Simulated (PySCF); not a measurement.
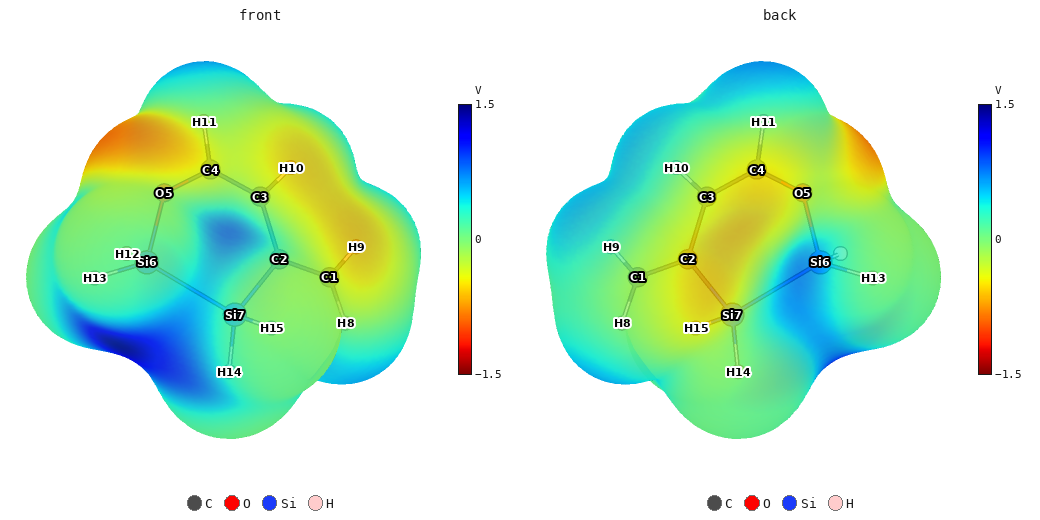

The picture shows: C₄H₈OSi₂ (SMILES C=C1C=CO[SiH2][SiH2]1). The molecular electrostatic potential painted on the density surface at 0.001 e/bohr³, seen from the front and from behind; the colour scale runs from red (negative) to blue (positive).

Geometry: GFN2-xTB.

Computed with PySCF, PBE0/pcSseg-1, SCF density, gas phase, non-relativistic.

| atom | x (Å) | y (Å) | z (Å) |
| --- | --- | --- | --- |
| C | 2.3748 | 0.3916 | -0.0496 |
| C | 1.0472 | 0.2487 | 0.0209 |
| C | 0.2009 | 1.3987 | -0.2531 |
| C | -1.1317 | 1.4777 | -0.3300 |
| O | -2.0550 | 0.5164 | -0.1806 |
| Si | -1.9363 | -1.1123 | -0.0095 |
| Si | 0.2805 | -1.4246 | 0.5006 |
| H | 3.0401 | -0.4327 | 0.1424 |
| H | 2.8416 | 1.3318 | -0.3053 |
| H | 0.7303 | 2.3281 | -0.4258 |
| H | -1.5973 | 2.4358 | -0.5405 |
| H | -2.9491 | -1.3572 | 1.0161 |
| H | -2.4039 | -1.6617 | -1.2879 |
| H | 0.9832 | -2.4783 | -0.2459 |
| H | 0.5703 | -1.6540 | 1.9264 |

Where is the surface potential most negative and most positive?

Answer. The most negative region (about −0.8 V, or −18 kcal/mol for a unit charge) lies over O5, the most positive (about +1.4 V, or +32 kcal/mol for a unit charge) over Si6.

How polar is the molecule by this calculation?

Answer. Its dipole moment is 0.60 D.
